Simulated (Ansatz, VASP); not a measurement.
# Cross-check of YZnC between VASP and Ansatz, part 2 of 2

One calculation is typed for both programs; each brings its own data sets. How far apart do they land? The cell is invented: As first built, before any earlier steps moved the atoms (in the runner's words): it takes the YCoC structure with some of its atoms replaced by other elements, volume scaled by an estimate. It may not be a known or stable phase. The cell is taken from a series of VASP runs on this material, whose earlier steps may have relaxed, scaled or displaced it; both programs get it as it stands. Valence electrons are named where the data sets of a main pair hold unlike numbers.

VASP 6.6.1 and Ansatz 0.2.0.

So far: Set-up; VASP: band structure, revPBE; Ansatz: band structure, revPBE; Comparison.

## Step 5: Ansatz: band structure, revPBE, spin-orbit coupling

Level of this step: Ansatz beside VASP: Kohn-Sham DFT, plane waves, revPBE, spin-orbit coupling (Ansatz).

A single point gives forces, pressure and levels at one fixed geometry, so differences don't come from the geometry; what else differs is listed under the comparison.

The cell is taken from a series of VASP runs on this material, whose earlier steps may have relaxed, scaled or displaced it; both programs get it as it stands.

input.yaml

```yaml
crystal:
  lattice:
    - [3.59818069, 0.0, 0.0]
    - [0.0, 3.59818069, 0.0]
    - [0.0, 0.0, 3.95754666]
  atoms:
    - { symbol: "Y", position: [0.5, 0.5, 0.0] }
    - { symbol: Zn, position: [0.0, 0.0, 0.5] }
    - { symbol: C, position: [0.0, 0.0, 0.0] }
hamiltonian:
  xc: revpbe
  pseudopotentials: { kind: paw_fr }
magnetization:
  noncollinear: true
  spin_orbit: true
kpoints:
  mp_grid: { grid: [4, 4, 4] }
  band_path:
    path:
      - [0.0, 0.0, 0.0]
      - [0.0, 0.13333, 0.0]
      - [0.0, 0.3, 0.0]
      - [0.0, 0.46667, 0.0]
      - [0.1, 0.5, 0.0]
      - [0.26667, 0.5, 0.0]
      - [0.43333, 0.5, 0.0]
      - [0.43333, 0.43333, 0.0]
      - [0.26667, 0.26667, 0.0]
      - [0.1, 0.1, 0.0]
      - [0.0, 0.0, 0.03333]
      - [0.0, 0.0, 0.2]
      - [0.0, 0.0, 0.36667]
      - [0.0, 0.0, 0.5]
      - [0.0, 0.16667, 0.5]
      - [0.0, 0.3, 0.5]
      - [0.0, 0.46667, 0.5]
      - [0.1, 0.5, 0.5]
      - [0.26667, 0.5, 0.5]
      - [0.43333, 0.5, 0.5]
      - [0.43333, 0.43333, 0.5]
      - [0.26667, 0.26667, 0.5]
      - [0.1, 0.1, 0.5]
      - [0.0, 0.5, 0.03333]
      - [0.0, 0.5, 0.2]
      - [0.0, 0.5, 0.36667]
      - [0.5, 0.5, 0.0]
      - [0.5, 0.5, 0.16667]
      - [0.5, 0.5, 0.33333]
      - [0.5, 0.5, 0.5]
    npoints: 1
scf:
  occupations: { method: fermi_dirac, width: 0.05 }
  n_extra_bands: 14
output:
  forces: true
  stress: true
  eigenvalues: true
  write_density: true
  write_potential: true
  elf: true
  volumetric_format: npy
```

The run is started by

```console
> ansatz run input.yaml --threads 2 --pin off --max-ram 4608MiB --backend cpu --events-out ev --progress --plain --runs-dir out
```

Numbers of over 12 decimals in the logs are rounded to 6 here.

Output:

```text
[...]
non-collinear run that drives no moment, with spin-orbit: no starting moment large enough to seed its density (crystal.atoms[].spin), no starting occupations that ask for one, no magnetisation constraint and no magnetic field, so the semilocal B_xc is pinned to zero
Crystal: 3 atoms, lattice volume = 51.238 Å³
[...]
k-point 1: bands = [... 23 lower, 10.3529, 10.4280, 10.4280, 11.0472, 11.0472, 11.0690, 11.0690, 13.4327, ... 10 higher]
  k-point 2: bands = [... 23 lower, 10.9235, 10.9878, 10.9878, 11.2077, 11.2077, 12.3986, 12.3986, 12.4583, ... 10 higher]
  k-point 17: bands = [... 23 lower, 8.9711, 9.0005, 9.0005, 9.7941, 9.7941, 9.9021, 9.9021, 14.8596, ... 10 higher]
[key lines of the parts left out:]
SCF converged after 10 iterations
Magnetization: |M| = 0.0000 μB,  M = (+0.0000, +0.0000, +0.0000) μB
Free energy (F): -7429.269164 eV
Fermi energy:    10.490591 eV
P = ⅓ Tr σ = -0.5604 GPa (-5.604 kbar)
```

Elapsed: 5.5 s, on 2 threads of Intel Xeon 6975P-C (Granite Rapids), shared host; peak memory 0.58 GiB; 11 s of CPU time.

## Step 6: VASP: band structure, revPBE, spin-orbit coupling

The same cell, functional, mesh and smearing now go to VASP, with its own data sets.

INCAR

```
SYSTEM = YZnC
PREC = Accurate
ENCUT = 520
EDIFF = 1E-06
NELM = 100
ISMEAR = -1
SIGMA = 0.05
LREAL = .FALSE.
ALGO = Normal
GGA = RE
LNONCOLLINEAR = .TRUE.
MAGMOM = 0 0 0 0 0 0 0 0 0
NBANDS = 38
GGA_COMPAT = .FALSE.
LASPH = .TRUE.
LSORBIT = .TRUE.
LMAXMIX = 4
LORBIT = 11
LWAVE = .FALSE.
LCHARG = .FALSE.
```

POSCAR

```
YZnC
1.0
    3.5981806900      0.0000000000      0.0000000000
    0.0000000000      3.5981806900      0.0000000000
    0.0000000000      0.0000000000      3.9575466600
Y Zn C
1 1 1
Direct
    0.5000000000      0.5000000000      0.0000000000
    0.0000000000      0.0000000000      0.5000000000
    0.0000000000      0.0000000000      0.0000000000
```

KPOINTS

```
Automatic mesh
0
Gamma
4 4 4
0 0 0
```

KPOINTS_OPT

```
Line mode
16
Line-mode
Reciprocal
  0.00000000   0.00000000   0.00000000 GAMMA
  0.00000000   0.50000000   0.00000000 X

  0.00000000   0.50000000   0.00000000 X
  0.50000000   0.50000000   0.00000000 M

  0.50000000   0.50000000   0.00000000 M
  0.00000000   0.00000000   0.00000000 GAMMA

  0.00000000   0.00000000   0.00000000 GAMMA
  0.00000000   0.00000000   0.50000000 Z

  0.00000000   0.00000000   0.50000000 Z
  0.00000000   0.50000000   0.50000000 R

  0.00000000   0.50000000   0.50000000 R
  0.50000000   0.50000000   0.50000000 A

  0.50000000   0.50000000   0.50000000 A
  0.00000000   0.00000000   0.50000000 Z

  0.00000000   0.50000000   0.00000000 X
  0.00000000   0.50000000   0.50000000 R

  0.50000000   0.50000000   0.00000000 M
  0.50000000   0.50000000   0.50000000 A
```

PAW data sets: Y_sv, Zn and C (PBE family, release 64).

The run is started by

```console
> mpirun -np 1 vasp_ncl
```

Output:

```text
[banner, memory and clock lines left out]
running    1 mpi-ranks, on    1 nodes
[...]
[... a notice as in an earlier step ...]

 LDA part: xc-table for (Slater+PW92), standard interpolation
 POSCAR, INCAR and KPOINTS ok, starting setup
[...]
entering main loop
       N       E                     dE             d eps       ncg     rms          rms(c)
DAV:   1     0.202951228536E+03    0.20295E+03   -0.12602E+04  1368   0.167E+03
DAV:   2     0.431950922029E+01   -0.19863E+03   -0.18936E+03  1374   0.410E+02
DAV:   3    -0.183619008392E+02   -0.22681E+02   -0.22154E+02  1784   0.121E+02
DAV:   4    -0.200239307105E+02   -0.16620E+01   -0.16494E+01  2048   0.262E+01
[...]
DAV:  13    -0.160786337868E+02    0.34246E-04   -0.92759E-05  1830   0.710E-02    0.358E-02
DAV:  14    -0.160786335954E+02    0.19143E-06   -0.14869E-05  1632   0.254E-02    0.373E-02
DAV:  15    -0.160786337099E+02   -0.11453E-06   -0.52923E-06  1738   0.152E-02
   1 F= -.16078634E+02 E0= -.16068507E+02  d E =-.202525E-01  mag=    -0.0000     0.0000    -0.0000
 Start KPOINTS_OPT (optional k-point list driver)
k-point batch [1-18\144]
       N       E                     dE             ncg
DAV:   1    -0.875680061763E+02   -0.57233E+04     1368
DAV:   2    -0.371117542350E+04   -0.36236E+04     1390
DAV:   3    -0.409289006051E+04   -0.38171E+03     1958
DAV:   4    -0.412101833280E+04   -0.28128E+02     1940
DAV:   5    -0.412177349572E+04   -0.75516E+00     1934
DAV:   6    -0.412178489083E+04   -0.11395E-01     1896
DAV:   7    -0.412178508429E+04   -0.19346E-03     1958
DAV:   8    -0.412178508742E+04   -0.31352E-05     1596
DAV:   9    -0.412178508748E+04   -0.61545E-07     1264
[...]
k-point batch [127-144\144]
       N       E                     dE             ncg
DAV:   1    -0.272589152175E+03   -0.19007E+05     1368
DAV:   2    -0.373029408631E+04   -0.34577E+04     1388
DAV:   3    -0.407182327636E+04   -0.34153E+03     1820
DAV:   4    -0.409056232714E+04   -0.18739E+02     1936
DAV:   5    -0.409124806421E+04   -0.68574E+00     2018
DAV:   6    -0.409125811049E+04   -0.10046E-01     1792
DAV:   7    -0.409125859233E+04   -0.48185E-03     2010
DAV:   8    -0.409125860180E+04   -0.94636E-05     1542
DAV:   9    -0.409125860219E+04   -0.39026E-06     1210
```

OUTCAR, selected parts (step 6):

```text
  Total        0.0942936      0.0942936     -0.4901224      0.0000000      0.0000000      0.0000000
  in kB        2.9484974      2.9484974    -15.3257984      0.0000000      0.0000000      0.0000000
  external PRESSURE =      -3.1429346 kB  Pullay stress =       0.0000000 kB

  FREE ENERGIE OF THE ION-ELECTRON SYSTEM (eV)
  ---------------------------------------------------
  free  energy   TOTEN  =       -16.0786337099 eV

  energy  without entropy=      -16.0583812024  energy(sigma->0) =      -16.06850746

 magnetization (x)
# of ion       s       p       d       f       tot
--------------------------------------------------
    1        0.000   0.000  -0.000   0.000  -0.000
    2        0.000  -0.000   0.000   0.000  -0.000
    3        0.000   0.000   0.000   0.000   0.000
--------------------------------------------------
tot          0.000  -0.000  -0.000   0.000  -0.000

 magnetization (y)
# of ion       s       p       d       f       tot
--------------------------------------------------
    1        0.000   0.000   0.000  -0.000   0.000
    2       -0.000   0.000   0.000   0.000   0.000
    3        0.000   0.000   0.000   0.000   0.000
--------------------------------------------------
tot         -0.000   0.000   0.000  -0.000   0.000

 magnetization (z)
# of ion       s       p       d       f       tot
--------------------------------------------------
    1        0.000   0.000  -0.000   0.000   0.000
    2       -0.000   0.000   0.000   0.000   0.000
    3       -0.000   0.000   0.000   0.000  -0.000
--------------------------------------------------
tot          0.000   0.000  -0.000   0.000   0.000

[... 2 parts as in an earlier step ...]

[... 2 further parts left out ...]
[key lines of the parts left out:]
E-fermi :   3.7043
```

The run ends at a pressure of -0.31 GPa.

## Step 7: Differences

What differs besides the data sets and the points named for the pairs above, as far as they apply: spin-orbit coupling enters by fully relativistic files in Ansatz and inside the spheres in VASP. Total energies have different zeros and are not compared.

Compared:

```csv
quantity,Ansatz,VASP,difference
pressure (GPa),-0.56,-0.31,-0.25
pressure without Ansatz's Pulay correction (GPa),-0.69,-0.31,-0.38
```

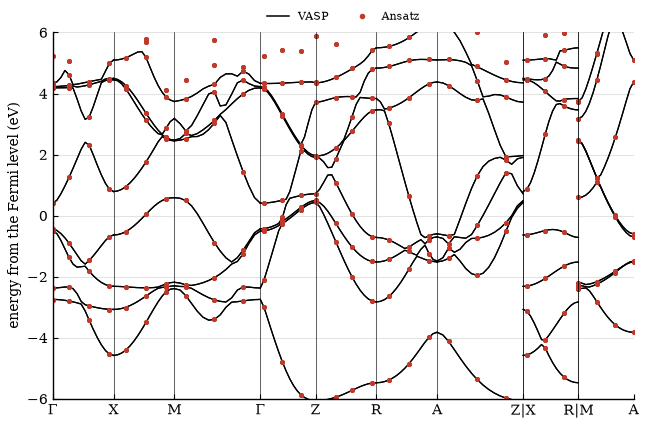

Bands from VASP (lines) and levels from Ansatz (dots). Dots without a line are higher empty bands that the VASP plot leaves out.

Levels from 3 eV below to 2 eV above the Fermi level differ by 6 meV r.m.s. and 16 meV at most; each VASP level is matched to the nearest of Ansatz, which flatters the figure a little. Ansatz's pressure holds a Pulay correction of 0.13 GPa; VASP's holds none.

## Step 8: Results

| Property | Result |
| --- | --- |
| r.m.s. difference of levels near the Fermi level (band structure, revPBE) | 5.1 meV |
| r.m.s. difference of levels near the Fermi level (band structure, revPBE, spin-orbit coupling) | 5.8 meV |

In words: The r.m.s. difference of levels near the Fermi level is 5.8 meV (band structure, revPBE, spin-orbit coupling), within the 80 meV picked in this series as the mark of a large difference. Such differences can come from data sets, numerical settings and the points named under the comparisons, not from the functional's error against experiment.

[Lines on the potential files, build, host, timing and source positions are cut from VASP's logs without a mark.]

[Logs are printed without paths, hosts, clocks, repeated set-up lines and the standing remarks that a program may print on its own settings, such as how far it seeks lower states.]

[Hosts, paths, dates, database ids (printed as entryN), source tags and the programs' standing remarks are cut or masked in the printed files.]
